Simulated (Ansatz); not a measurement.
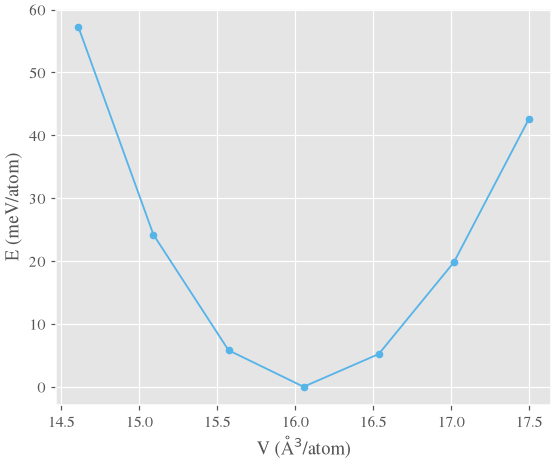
Figure. TiAl (L1₀ or tetragonal B2, space group No. 123) under volume change, r²SCAN in the plane-wave PAW code Ansatz, shape and atoms relaxed at each volume.

Q: What does a third-order Birch–Murnaghan fit give for V₀, B₀ and B′?

A: V₀ = 16.06 Å³/atom, B₀ = 121 GPa, B′ = 3.9.

Space group P4/mmm (L1₀ or tetragonal B2). The r²SCAN relaxation kept the symmetry of its start; of distortions, only those at the zone centre were tested. No spin polarisation was allowed.

Potentials: the earlier of the program's two PAW sets.
